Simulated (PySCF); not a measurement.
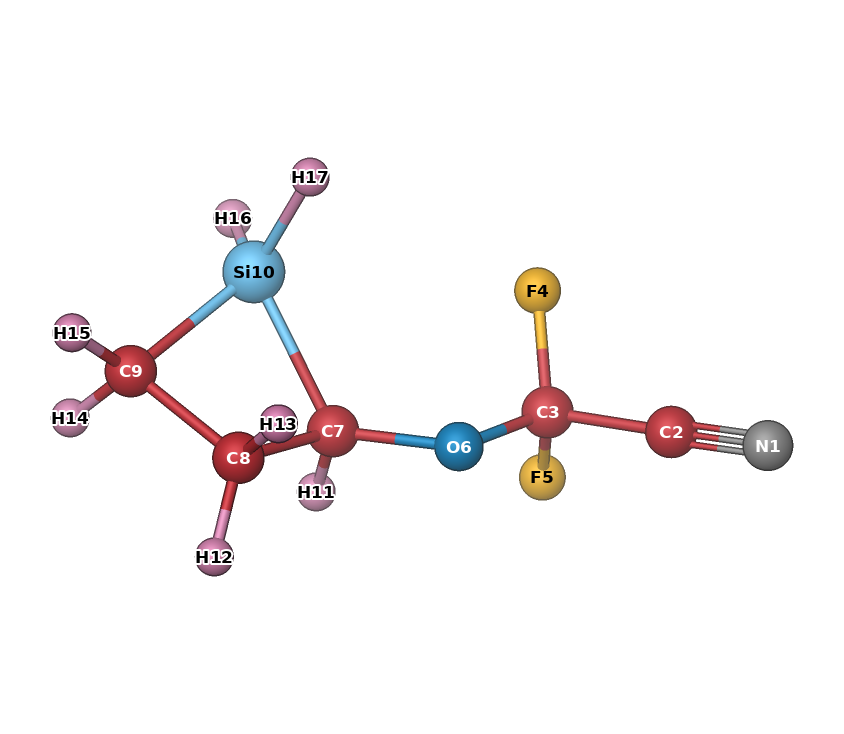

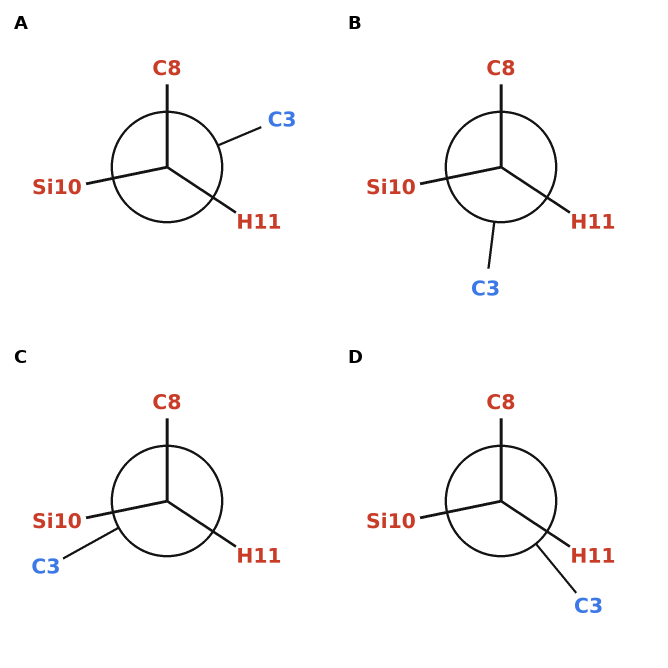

Depth is shown by fading: the farther an atom, the more it takes the colour of the background. Bonds that would overlap in a projection are set slightly apart. The computed structure is the end point of a PBE0-D3(BJ)/def2-SVP optimisation. No frequency run is at hand to confirm it as a minimum.

**Which Newman projection shows the view along C7–O6, with C7 in front?**

B. The torsion angle Si10–C7–O6–C3 is −71°, synclinal (gauche).
